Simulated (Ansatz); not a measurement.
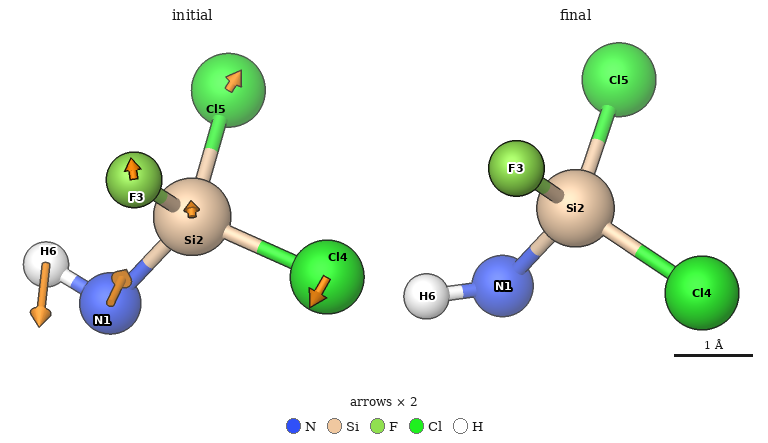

The structure of SiNHCl2F (multiplicity 2) (coarse preliminary run) before (left) and after (right) a relaxation, at one scale. The orange arrows give the displacements, 2 times their true length.

The picture is a ball-and-stick view, seen at a tilt.

The start comes from a force field.

The calculation used Ansatz, UKS PBE-D4/def2-SVP.

Input
```yaml
crystal:
  periodic: [false, false, false]
  atoms:
    - {symbol: N, position_ang: [-0.409900, 0.108700, 1.386600]}
    - {symbol: Si, position_ang: [-0.031000, -0.175400, -0.288800]}
    - {symbol: F, position_ang: [1.243400, -1.100100, -0.323200]}
    - {symbol: Cl, position_ang: [-1.475100, -1.073300, -1.304400]}
    - {symbol: Cl, position_ang: [0.358100, 1.555500, -1.316000]}
    - {symbol: H, position_ang: [0.356500, 0.620600, 1.799700]}
basis:
  gaussian: {orbitals: def2-SVP}
magnetization: {spin_polarized: true, initial_magnetization: 1}
hamiltonian: {xc: pbe, dispersion: d4}
relax: {f_tol: 0.03, max_steps: 200}
```

### What changed between the two?

The largest move after the best rigid fit is that of H6, 0.51 Å. Largest moves by element: H 0.51 Å, N 0.39 Å, Cl 0.24 Å, F 0.15 Å, Si 0.12 Å. Among the contacts that change: Si2–Cl4 1.981 → 2.051 Å, Si2–F3 1.575 → 1.629 Å, N1–H6 1.010 → 1.040 Å. Among the angles between lasting bonds that change: N1–Si2–F3 107.0° → 115.9°, N1–Si2–Cl4 114.1° → 107.5°, Cl4–Si2–Cl5 105.3° → 111.3°. Groups turn about N1–Si2 by about 60°. The energy falls by 0.189 eV in 12 accepted moves (15 points after the start). Largest force component: 1.7 eV/Å at the start, 0.016 eV/Å at the end. The line search rejected the trial steps at points 8, 10, 14 of the run. The forces were under the threshold at step 9, but the run went on from there. The run took roughly 40 core-seconds on a shared host.
